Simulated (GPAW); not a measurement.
# C3H2OS (SMILES C#CC(=O)S): a first try and a second

Aim: the charge distribution of C3H2OS at PBE/dzp (scalar-relativistic datasets).

The calculation is run with GPAW 26.7.0.

5 further runs of the same task are left out: 5 set aside as unsound or not needed. Runs told in other sessions of the task aren't counted.

### 1 Starting point

C3H2OS has 7 atoms, charge 0, and is taken as a singlet. As SMILES, `C#CC(=O)S`. Geometry: relaxed at GFN2-xTB. This is one conformer, not always the lowest.

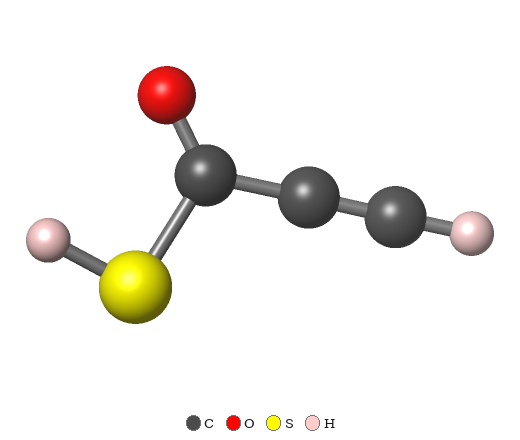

The structure, seen from a chosen angle (carbon dark grey, oxygen red, sulfur yellow, hydrogen pink).

### 2 The input as first written

run_sp.py

```python
import numpy as np
from ase import Atoms
from ase.units import Debye
from gpaw import GPAW

# Structure
system = Atoms('CCCOSHH',
    positions=[[ -0.190990,  -0.505770,   1.934590],
               [  0.085830,  -0.286330,   0.786810],
               [  0.403300,  -0.009310,  -0.573910],
               [  1.414570,  -0.276830,  -1.156720],
               [ -0.954830,   0.841930,  -1.377300],
               [ -0.424310,  -0.702610,   2.939800],
               [ -0.333580,   0.938930,  -2.553270]])
system.center(vacuum=4.5)
system.set_initial_magnetic_moments([1 / len(system)] * len(system))

# Calculator
calculator = GPAW(mode='lcao',
                  basis='dzp',
                  h=0.2,
                  xc='PBE',
                  occupations={'name': 'fermi-dirac', 'width': 0.0, 'fixmagmom': True},
                  maxiter=66,
                  txt='-')
system.calc = calculator

energy = system.get_potential_energy()
print(f'Energy                  {energy:.5f} eV')
forces = system.get_forces()
print('Forces (eV/Ang)')
for symbol, f in zip(system.symbols, forces):
    print(f'{symbol:2} {f[0]:9.4f} {f[1]:9.4f} {f[2]:9.4f}')
dipole = system.get_dipole_moment() / Debye
print(f'Dipole = {np.linalg.norm(dipole):.3f} D')
```

Command:

```sh
OMP_NUM_THREADS=1 python run_sp.py
```

Log:

```text
[...]
Number of symmetries: 1
[...]
  Number of IBZ points: 1
[...]
basis functions: 75
Spin-components: 2 (collinear spins)
Bands:           21
[...]
  Valence electrons: 26.0
[...]
  Grid points: [56 52 72]
  Charge: 0.0  # |e|
[...]
    cutoffs:
[...]
occupation numbers:
  Fixed magnetic moment: 1.000
[...]
xc functional:
  name: PBE with 2 nearest neighbor stencil
[...]
|iter     |     time |      energy | eigst |  dens |  magmom |
[...]
|iter:   1| 00:00:04 |  -40.298239 |      c|       |  +0.9987|
[...]
|iter:  34| 00:00:33 |  -37.977162c|      c| -4.08c|  +1.0000|
Converged in 34 steps
[...]
Energy contributions relative to reference atoms: (reference = -16006.336870)
Energy contributions:
  Kinetic:          43.563271
  Coulomb:         -42.690533
  Zero:              0.753428
  External:          0.000000
  Xc:              -39.603327
  Entropy:           0.000000
  Spinorbit:         0.000000
  ----------------------------
  Free energy:     -37.977162
  Extrapolated:    -37.977162
dipole moment: (-0.240293, 0.123609, -0.015159)  # |e|*Ang
Total magnetic moment: (0.000000, 0.000000, 1.000006)
Local magnetic moments
|        x |        y |         z |
|----------|----------|-----------|
| 0.000000 | 0.000000 |  0.061709 |  # C    0
| 0.000000 | 0.000000 |  0.009342 |  # C    1
| 0.000000 | 0.000000 |  0.072526 |  # C    2
| 0.000000 | 0.000000 |  0.269721 |  # O    3
| 0.000000 | 0.000000 |  0.089344 |  # S    4
| 0.000000 | 0.000000 | -0.001420 |  # H    5
| 0.000000 | 0.000000 | -0.000292 |  # H    6
Fermi levels: -2.862, -6.564
Eigenvalues  # (at kpt = [0.000, 0.000, 0.000])
| band index |      eig [eV] | occ [0-1] |      eig [eV] | occ [0-1] |
|------------|---------------|-----------|---------------|-----------|
|          0 |       -27.695 |     1.000 |       -27.185 |     1.000 |
|        ... |               |           |               |           |
|          5 |       -12.300 |     1.000 |       -11.981 |     1.000 |
|          6 |       -11.852 |     1.000 |       -11.565 |     1.000 |
|          7 |       -11.020 |     1.000 |       -10.525 |     1.000 |
|          8 |        -9.932 |     1.000 |        -9.739 |     1.000 |
|          9 |        -7.557 |     1.000 |        -7.248 |     1.000 |
|         10 |        -7.404 |     1.000 |        -7.221 |     1.000 |
|         11 |        -7.276 |     1.000 |        -6.594 |     1.000 |
|         12 |        -6.784 |     1.000 |        -6.564 |     0.500 |
|         13 |        -2.862 |     0.500 |        -2.291 |     0.000 |
|         14 |        -0.610 |     0.000 |        -0.516 |     0.000 |
[...]
Gap: 3.701 eV
Transition (v -> c):
[...]
Forces (eV/Ang)
C    -0.5045   -0.4043    2.0176
C     1.0477    0.5628   -3.4735
C    -4.4486    1.2222    3.2037
O     4.6976   -1.2916   -2.8369
S    -0.8728    0.1386    0.5002
H    -0.3818   -0.2932    1.5502
H     0.4946    0.1522   -0.9609
Dipole = 1.300 D
```

Wall time 34 s (1 thread of Arm Neoverse V2, shared host); peak memory 0.77 GiB.

### 3 What went wrong

It ran to the end. The result can't be trusted all the same.

The fault: the spin state typed doesn't suit the molecule. Among its listed settings the sound run differs in this, and the input shows the rest: reference RKS in place of UKS; multiplicity 1 in place of 2.

### 4 Second attempt

run.py

```python
import numpy as np
from ase import Atoms
from ase.units import Debye
from gpaw import GPAW

atoms = Atoms('CCCOSHH',
    positions=[[ -0.190990,  -0.505770,   1.934590],
               [  0.085830,  -0.286330,   0.786810],
               [  0.403300,  -0.009310,  -0.573910],
               [  1.414570,  -0.276830,  -1.156720],
               [ -0.954830,   0.841930,  -1.377300],
               [ -0.424310,  -0.702610,   2.939800],
               [ -0.333580,   0.938930,  -2.553270]])
atoms.center(vacuum=4.5)

calculator = GPAW(mode='lcao', basis='dzp', xc='PBE', maxiter=100, h=0.2, txt='-')
atoms.calc = calculator

energy = atoms.get_potential_energy()
print(f'Energy = {energy:.5f} eV')
forces = atoms.get_forces()
print('Forces (eV/Ang)')
for symbol, f in zip(atoms.symbols, forces):
    print(f'{symbol:2} {f[0]:9.4f} {f[1]:9.4f} {f[2]:9.4f}')
dipole = atoms.get_dipole_moment() / Debye
print(f'Dipole = {np.linalg.norm(dipole):.3f} D')
homo, lumo = calculator.get_homo_lumo()
print(f'HOMO                    {homo:.3f} eV')
print(f'LUMO: {lumo:.3f} eV')
print(f'Gap                     {lumo - homo:.3f} eV')
```

Command:

```sh
python run.py > run.log
```

Log:

```text
[...]
Number of symmetries: 1
[...]
  Number of IBZ points: 1
[...]
basis functions: 75
Spin-components: 1 (collinear spins)
Bands:           20
[...]
  Valence electrons: 26.0
[...]
  Grid points: [56 52 72]
  Charge: 0.0  # |e|
[...]
    cutoffs:
[...]
occupation numbers:
  # Zero width
[...]
xc functional:
  name: PBE with 2 nearest neighbor stencil
[...]
|iter     |     time |      energy | eigst |  dens |
[...]
|iter:   1| 00:00:03 |  -41.757784 |      c|       |
[...]
|iter:  10| 00:00:07 |  -39.815043c|      c| -4.47c|
Converged in 10 steps
[...]
Energy contributions relative to reference atoms: (reference = -16006.336870)
Energy contributions:
  Kinetic:          42.297783
  Coulomb:         -43.035911
  Zero:              0.751535
  External:          0.000000
  Xc:              -39.828448
  Entropy:           0.000000
  Spinorbit:         0.000000
  ----------------------------
  Free energy:     -39.815043
  Extrapolated:    -39.815043
dipole moment: (-0.283365, 0.057725, 0.230313)  # |e|*Ang
Fermi level: -4.508
Eigenvalues  # (at kpt = [0.000, 0.000, 0.000])
| band index |      eig [eV] | occ [0-2] |
|------------|---------------|-----------|
|          0 |       -26.895 |     2.000 |
|        ... |               |           |
|          5 |       -11.904 |     2.000 |
|          6 |       -11.266 |     2.000 |
|          7 |       -10.675 |     2.000 |
|          8 |        -9.493 |     2.000 |
|          9 |        -7.671 |     2.000 |
|         10 |        -7.571 |     2.000 |
|         11 |        -6.487 |     2.000 |
|         12 |        -6.321 |     2.000 |
|         13 |        -2.695 |     0.000 |
|         14 |        -0.728 |     0.000 |
[...]
Gap: 3.626 eV
Transition (v -> c):
[...]
Forces (eV/Ang)
C    -0.2896   -0.1927    1.0354
C     0.5265    0.1964   -1.4276
C    -2.0246    0.9785   -0.1458
O     2.7642   -0.8467   -1.1073
S    -1.1491    0.2622    0.8951
H    -0.3783   -0.3233    1.6150
H     0.5816    0.0141   -0.8654
Dipole = 1.776 D
HOMO                    -6.321 eV
LUMO: -2.695 eV
Gap                     3.626 eV
```

It took 7.9 s on 1 thread of Arm Neoverse V2, shared host; peak memory 0.52 GiB.

### 5 Summary of results

Level: PBE/dzp (scalar-relativistic datasets).

| quantity | value |
| --- | --- |
| energy as printed (from the program's reference atoms) | -39.8150 eV |
| dipole moment | 1.78 D |
| HOMO energy | -6.32 eV |
| LUMO energy | -2.69 eV |
| HOMO–LUMO gap | 3.63 eV |
